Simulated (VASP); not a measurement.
# NiO: what each functional gives, and what it costs, part 2 of 6

Wanted: bands and gap of NiO from one functional after another. The start is a cell from a database of measured crystal structures.

VASP 6.6.1, plane waves and PAW; the level of theory is named at each step.

So far. Step 2 (Magnetic order: ferromagnetic): The run ends ferromagnetic with a largest moment of 1.75 μB, and the mesh shows a gap of 1.40 eV.

## Step 3: Magnetic order: antiferromagnetic, q = (0, 0, 1/2)

This step: PBE, DFT+U (Ni d 4 eV), spin-polarised from an antiferromagnetic start; plane waves and PAW (Ni, O) (VASP 6.6.1).

System of this step: NiO. Symmetry: Fm-3m, No. 225, cubic system. Conventional cell: a = 4.172 Å, b = 4.172 Å, c = 4.172 Å, α = 90.00°, β = 90.00°, γ = 90.00°. Nearest to Ni lie 6 O at 2.09 Å. O has 6 Ni at 2.09 Å nearest. Farther neighbours and most contacts between anions are not listed.

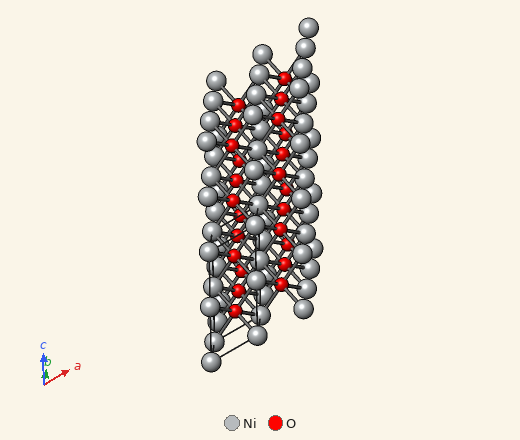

The cell of this step (nickel light grey, oxygen red). Bonds to atoms that aren't drawn are left out. 2×3×2 cells are drawn. Some periodic images of atoms are drawn too.

Next, a pattern with opposite moments, which needs a doubled cell; q is given in the reciprocal vectors of the primitive cell.

Contents of INCAR:

```
SYSTEM = NiO
PREC = Accurate
ENCUT = 520
EDIFF = 1E-06
NELM = 100
ISMEAR = -1
SIGMA = 0.05
LREAL = .FALSE.
ALGO = Normal
GGA = PE
NBANDS = 24
ISPIN = 2
MAGMOM = 1 -1 0 0
LDAU = .TRUE.
LDAUTYPE = 2
LDAUL = 2 -1
LDAUU = 4 0
LDAUJ = 0 0
LDAUPRINT = 1
LASPH = .TRUE.
LMAXMIX = 4
LORBIT = 11
LWAVE = .FALSE.
LCHARG = .FALSE.
KPAR = 8
ISIF = 2
```

Contents of POSCAR:

```
NiO
1.0
    0.0000000000      2.0859016414      2.0859016414
    2.0859016414      0.0000000000      2.0859016414
    4.1718032828      4.1718032828      0.0000000000
Ni O
2 2
Direct
    0.0000000000      0.0000000000      0.0000000000
    0.0000000000      0.0000000000      0.5000000000
    0.5000000000      0.5000000000      0.2500000000
    0.5000000000      0.5000000000      0.7500000000
```

Contents of KPOINTS:

```
Automatic mesh
0
Gamma
9 9 9
0 0 0
```

PAW data sets: Ni and O (PBE family, release 64).

Started as:

```bash
$ mpirun -np 8 vasp_std
```

Output:

```text
[banner, memory and clock lines left out]
running    8 mpi-ranks, on    1 nodes
 distrk:  each k-point on    1 cores,    8 groups
 distr:  one band on    1 cores,    1 groups

 POSCAR found type information on POSCAR NiO
 POSCAR found :  2 types and       4 ions
 [... a notice as in an earlier step ...]

 LDA part: xc-table for (Slater+PW92), standard interpolation
 POSCAR, INCAR and KPOINTS ok, starting setup
 FFT: planning ... GRIDC
 FFT: planning ... GRID_SOFT
 FFT: planning ... GRID
 WAVECAR not read
 entering main loop
       N       E                     dE             d eps       ncg     rms          rms(c)
DAV:   1     0.248063036770E+03    0.24806E+03   -0.15308E+04  8384   0.178E+03
DAV:   2     0.181349223647E+01   -0.24625E+03   -0.22377E+03  8768   0.361E+02
DAV:   3    -0.211857317249E+02   -0.22999E+02   -0.22126E+02  9448   0.128E+02
DAV:   4    -0.215723497003E+02   -0.38662E+00   -0.38619E+00  9096   0.169E+01
DAV:   5    -0.215816336821E+02   -0.92840E-02   -0.92837E-02  9784   0.251E+00    0.216E+01
DAV:   6    -0.205762029660E+02    0.10054E+01   -0.19138E+01 11888   0.969E+01    0.217E+01
DAV:   7    -0.209921785542E+02   -0.41598E+00   -0.41545E+00 10648   0.433E+01    0.108E+01
DAV:   8    -0.212183027013E+02   -0.22612E+00   -0.71799E-01 11840   0.106E+01    0.789E+00
DAV:   9    -0.212568312047E+02   -0.38529E-01   -0.65757E-02 10952   0.117E+01    0.112E+00
DAV:  10    -0.212693969983E+02   -0.12566E-01   -0.54943E-02 12280   0.324E+00    0.499E-01
DAV:  11    -0.212701166464E+02   -0.71965E-03   -0.61644E-03 10344   0.232E+00    0.121E-01
DAV:  12    -0.212704276873E+02   -0.31104E-03   -0.13184E-03  9440   0.418E-01    0.625E-02
DAV:  13    -0.212704816004E+02   -0.53913E-04   -0.14785E-04 10072   0.145E-01    0.179E-02
DAV:  14    -0.212704909908E+02   -0.93903E-05   -0.21172E-05 10024   0.593E-02    0.112E-02
DAV:  15    -0.212704920284E+02   -0.10377E-05   -0.32799E-06  8536   0.280E-02    0.591E-03
DAV:  16    -0.212704921198E+02   -0.91425E-07   -0.45536E-07  4312   0.140E-02
   1 F= -.21270492E+02 E0= -.21270492E+02  d E =-.723438E-10  mag=     0.0000
```

The job ended after 25 s (8 MPI ranks of Intel Xeon Platinum 8259CL at 2.50GHz (Skylake/Cascade Lake), shared host; peak memory 2.2 GiB; 3.2 min of CPU time).

From OUTCAR (step 3):

```text
  LATTYP: Found a trigonal (rhomboedric) cell.
 ALAT       =     5.1093946751
 COS(alpha) =     0.8333333333

 Subroutine GETGRP returns: Found 12 space group operations
 (whereof 12 operations were pure point group operations)

The static configuration has the point symmetry D_3d.

 Found     85 irreducible k-points:

   k-points           NKPTS =     85   k-points in BZ     NKDIM =     85   number of bands    NBANDS=     24

   dimension x,y,z NGX =    24 NGY =   24 NGZ =   48
   dimension x,y,z NGXF=    48 NGYF=   48 NGZF=   96

   ENCUT  =  520.0 eV  38.22 Ry    6.18 a.u.   5.48  5.48 10.97*2*pi/ulx,y,z

   NELECT =      32.0000    total number of electrons

atom =   1  type =  1  l = 2

 onsite density matrix

spin component  1

  0.9768 -0.0000 -0.0001 -0.0000  0.0000
 -0.0000  0.9768 -0.0000  0.0000  0.0001
 -0.0001 -0.0000  1.0166 -0.0000 -0.0000
 -0.0000  0.0000 -0.0000  0.9768 -0.0001
  0.0000  0.0001 -0.0000 -0.0001  1.0166

spin component  2

  0.9740 -0.0000  0.0004 -0.0000 -0.0000
 -0.0000  0.9740  0.0002  0.0000 -0.0004
  0.0004  0.0002  0.1942  0.0002 -0.0000
 -0.0000  0.0000  0.0002  0.9740  0.0004
 -0.0000 -0.0004 -0.0000  0.0004  0.1942

 occupancies and eigenvectors

  o =  0.1942  v =  0.0000  0.0000  0.0000  0.0000  0.0000 -0.0000  0.0005  0.0209 -0.0005  0.9998      0.0000  0.0000  0.0000  0.0000  0.0000  0.0000  0.0000  0.0000  0.0000  0.0000
  o =  0.1942  v =  0.0000  0.0000  0.0000  0.0000  0.0000 -0.0006 -0.0003  0.9998 -0.0003 -0.0209      0.0000  0.0000  0.0000  0.0000  0.0000  0.0000  0.0000  0.0000  0.0000  0.0000
  o =  0.9740  v =  0.0000  0.0000  0.0000  0.0000  0.0000  0.6615  0.7453  0.0006 -0.0838 -0.0004      0.0000  0.0000  0.0000  0.0000  0.0000  0.0000  0.0000  0.0000  0.0000  0.0000
  o =  0.9740  v =  0.0000  0.0000  0.0000  0.0000  0.0000  0.4786 -0.3336  0.0004  0.8122  0.0006      0.0000  0.0000  0.0000  0.0000  0.0000  0.0000  0.0000  0.0000  0.0000  0.0000
  o =  0.9740  v =  0.0000  0.0000  0.0000  0.0000  0.0000  0.5774 -0.5774 -0.0000 -0.5774 -0.0000      0.0000  0.0000  0.0000  0.0000  0.0000  0.0000  0.0000  0.0000  0.0000  0.0000
  o =  0.9768  v =  0.3918  0.8163  0.0009 -0.4245 -0.0016  0.0000  0.0000  0.0000  0.0000  0.0000      0.0000  0.0000  0.0000  0.0000  0.0000  0.0000  0.0000  0.0000  0.0000  0.0000
  o =  0.9768  v =  0.7163  0.0188  0.0016  0.6975  0.0009  0.0000  0.0000  0.0000  0.0000  0.0000      0.0000  0.0000  0.0000  0.0000  0.0000  0.0000  0.0000  0.0000  0.0000  0.0000
  o =  0.9768  v = -0.5774  0.5774  0.0000  0.5774  0.0000  0.0000  0.0000  0.0000  0.0000  0.0000      0.0000  0.0000  0.0000  0.0000  0.0000  0.0000  0.0000  0.0000  0.0000  0.0000
  o =  1.0166  v =  0.0000  0.0013  0.0000 -0.0013  1.0000  0.0000  0.0000  0.0000  0.0000  0.0000      0.0000  0.0000  0.0000  0.0000  0.0000  0.0000  0.0000  0.0000  0.0000  0.0000
  o =  1.0166  v =  0.0015  0.0007 -1.0000  0.0007  0.0000  0.0000  0.0000  0.0000  0.0000  0.0000      0.0000  0.0000  0.0000  0.0000  0.0000  0.0000  0.0000  0.0000  0.0000  0.0000

atom =   2  type =  1  l = 2

 onsite density matrix

spin component  1

  0.9740 -0.0000  0.0004 -0.0000 -0.0000
 -0.0000  0.9740  0.0002  0.0000 -0.0004
  0.0004  0.0002  0.1942  0.0002  0.0000
 -0.0000  0.0000  0.0002  0.9740  0.0004
 -0.0000 -0.0004  0.0000  0.0004  0.1942

spin component  2

  0.9768 -0.0000 -0.0001 -0.0000  0.0000
 -0.0000  0.9768 -0.0000  0.0000  0.0001
 -0.0001 -0.0000  1.0166 -0.0000  0.0000
 -0.0000  0.0000 -0.0000  0.9768 -0.0001
  0.0000  0.0001  0.0000 -0.0001  1.0166

 occupancies and eigenvectors

  o =  0.1942  v =  0.0000  0.0005 -0.0045 -0.0005  1.0000  0.0000  0.0000  0.0000  0.0000  0.0000      0.0000  0.0000  0.0000  0.0000  0.0000  0.0000  0.0000  0.0000  0.0000  0.0000
  o =  0.1942  v = -0.0006 -0.0003  1.0000 -0.0003  0.0045  0.0000  0.0000  0.0000  0.0000  0.0000      0.0000  0.0000  0.0000  0.0000  0.0000  0.0000  0.0000  0.0000  0.0000  0.0000
  o =  0.9740  v =  0.0124 -0.7008  0.0000  0.7132  0.0007  0.0000  0.0000  0.0000  0.0000  0.0000      0.0000  0.0000  0.0000  0.0000  0.0000  0.0000  0.0000  0.0000  0.0000  0.0000
  o =  0.9740  v = -0.8164 -0.4190 -0.0007 -0.3974  0.0000  0.0000  0.0000  0.0000  0.0000  0.0000      0.0000  0.0000  0.0000  0.0000  0.0000  0.0000  0.0000  0.0000  0.0000  0.0000
  o =  0.9740  v = -0.5774  0.5774 -0.0000  0.5774 -0.0000  0.0000  0.0000  0.0000  0.0000  0.0000      0.0000  0.0000  0.0000  0.0000  0.0000  0.0000  0.0000  0.0000  0.0000  0.0000
  o =  0.9768  v =  0.0000  0.0000  0.0000  0.0000  0.0000  0.6645  0.7432  0.0015 -0.0787 -0.0011      0.0000  0.0000  0.0000  0.0000  0.0000  0.0000  0.0000  0.0000  0.0000  0.0000
  o =  0.9768  v =  0.0000  0.0000  0.0000  0.0000  0.0000 -0.4745  0.3382 -0.0011 -0.8127 -0.0015      0.0000  0.0000  0.0000  0.0000  0.0000  0.0000  0.0000  0.0000  0.0000  0.0000
  o =  0.9768  v =  0.0000  0.0000  0.0000  0.0000  0.0000  0.5774 -0.5774  0.0000 -0.5774 -0.0000      0.0000  0.0000  0.0000  0.0000  0.0000  0.0000  0.0000  0.0000  0.0000  0.0000
  o =  1.0166  v =  0.0000  0.0000  0.0000  0.0000  0.0000  0.0000  0.0013  0.0000 -0.0013  1.0000      0.0000  0.0000  0.0000  0.0000  0.0000  0.0000  0.0000  0.0000  0.0000  0.0000
  o =  1.0166  v =  0.0000  0.0000  0.0000  0.0000  0.0000 -0.0015 -0.0007  1.0000 -0.0007 -0.0000      0.0000  0.0000  0.0000  0.0000  0.0000  0.0000  0.0000  0.0000  0.0000  0.0000

 E-fermi :   7.5494

 spin component 1
 k-point     1 :       0.0000    0.0000    0.0000
  band No.  band energies     occupation
    ...
     12       5.4038      1.00000
     13       5.4038      1.00000
     14       5.4088      1.00000
     15       5.7351      1.00000
     16       5.7352      1.00000
     17       9.7456      0.00000
     18      10.1245      0.00000
     19      10.1250      0.00000
     20      13.6824      0.00000
     21      18.2409      0.00000
    ...

 k-point     2 :       0.1111    0.0000    0.0000
  band No.  band energies     occupation
    ...
     12       5.0243      1.00000
     13       5.1698      1.00000
     14       5.2807      1.00000
     15       6.0677      1.00000
     16       6.1745      1.00000
     17       9.9357      0.00000
     18      10.0102      0.00000
     19      10.6008      0.00000
     20      14.4154      0.00000
     21      18.0727      0.00000
    ...

 k-point     3 :       0.2222    0.0000    0.0000
  band No.  band energies     occupation
    ...
     12       4.7868      1.00000
     13       5.0009      1.00000
     14       5.2200      1.00000
     15       6.2239      1.00000
     16       6.4274      1.00000
     17       9.8771      0.00000
     18       9.8925      0.00000
     19      12.1387      0.00000
     20      15.5847      0.00000
     21      17.7783      0.00000
    ...

 k-point     4 :       0.3333    0.0000    0.0000
  band No.  band energies     occupation
    ...
     12       4.7558      1.00000
     13       4.8858      1.00000
     14       5.2532      1.00000
     15       6.1451      1.00000
     16       6.2179      1.00000
     17      10.0314      0.00000
     18      10.1310      0.00000
     19      13.3034      0.00000
     20      15.2272      0.00000
     21      18.4268      0.00000
    ...

  Total        0.6083162      0.6083162      0.6083162     -0.0245812      0.0245812      0.0245812
  in kB       26.8471700     26.8471700     26.8471700     -1.0848565      1.0848565      1.0848565
  external PRESSURE =      26.8471700 kB  Pullay stress =       0.0000000 kB

  energy-cutoff  :      520.00
  volume of cell :       36.30
      direct lattice vectors                 reciprocal lattice vectors
     0.000000000  2.085901641  2.085901641    -0.239704495  0.239704495  0.239704495
     2.085901641  0.000000000  2.085901641     0.239704495 -0.239704495  0.239704495
     4.171803283  4.171803283  0.000000000     0.119852248  0.119852248 -0.119852248

 POSITION                                       TOTAL-FORCE (eV/Angst)
 -----------------------------------------------------------------------------------
      0.00000      0.00000      0.00000        -0.000000      0.000000     -0.000000
      2.08590      2.08590      0.00000         0.000000      0.000000     -0.000000
      2.08590      2.08590      2.08590        -0.000000     -0.000000      0.000000
      4.17180      4.17180      2.08590         0.000000      0.000000      0.000000
 -----------------------------------------------------------------------------------
    total drift:                                0.000000     -0.000000     -0.000000

  FREE ENERGIE OF THE ION-ELECTRON SYSTEM (eV)
  ---------------------------------------------------
  free  energy   TOTEN  =       -21.2704921198 eV

  energy  without entropy=      -21.2704921198  energy(sigma->0) =      -21.27049212

 total charge
# of ion       s       p       d       tot
------------------------------------------
    1        0.339   0.419   8.247   9.005
    2        0.339   0.419   8.247   9.005
    3        1.553   3.458   0.000   5.011
    4        1.553   3.458   0.000   5.011
--------------------------------------------------
tot          3.784   7.753  16.495  28.032

 magnetization (x)
# of ion       s       p       d       tot
------------------------------------------
    1       -0.005  -0.009   1.653   1.639
    2        0.005   0.009  -1.653  -1.639
    3        0.000   0.000   0.000   0.000
    4        0.000   0.000   0.000   0.000
--------------------------------------------------
tot          0.000   0.000   0.000   0.000

[... 6 further parts left out ...]
```

At this level the cell is under a pressure of 2.7 GPa, so at these settings it is away from equilibrium.

This step gave:

| Property | Result |
| --- | --- |
| SCF cycles | 16 |
| electrons | 32 |
| bands | 24 |
| irreducible k-points | 85 |
| symmetry operations | 12 |
| free energy (TOTEN) | -21.27 eV |
| Fermi energy | 7.549 eV |
| pressure | 2.685 GPa |
| valence top at k | 0, 0, 0.4444 |
| conduction bottom at k | 0.2222, 0.2222, 0 |
| least direct gap at k | -0.1111, 0, 0.3333 |
| gap on the k-mesh | 2.763 eV |
| least direct gap on the k-mesh | 3.195 eV |

Spin moment in the PAW sphere by atom:

```
atom  spin moment in the PAW sphere (μB)
 Ni1                                1.64
 Ni2                               -1.64
  O3                                0.00
  O4                                0.00
```

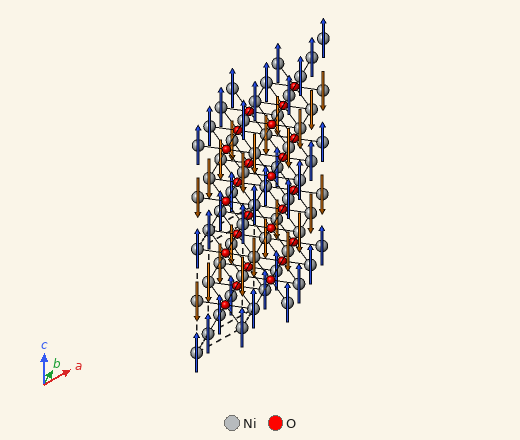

Spin moment in the PAW sphere as arrows, the longest 1.64 μB. Up and down stand for the sign. Arrows give size and sign along the axis of quantisation, drawn up and down the page. The two directions have two colours. Bonds to atoms that aren't drawn are left out. 2×3×2 cells are drawn. Some periodic images of atoms are drawn too.

The energy lies -64.7 meV an atom from the first pattern. The run ends antiferromagnetic with a largest moment of 1.64 μB, and the mesh shows a gap of 2.76 eV.

[end of part 2 of 6]

[Lines on the potential files, build, host, timing and source positions are cut from VASP's logs without a mark.]

[Logs are printed without paths, hosts, clocks, repeated set-up lines and the standing remarks that a program may print on its own settings, such as how far it seeks lower states.]

[Hosts, paths, dates, database ids (printed as entryN), source tags and the programs' standing remarks are cut or masked in the printed files.]

[A measured line is paired with the nearest computed mode of its activity, which favours agreement.]
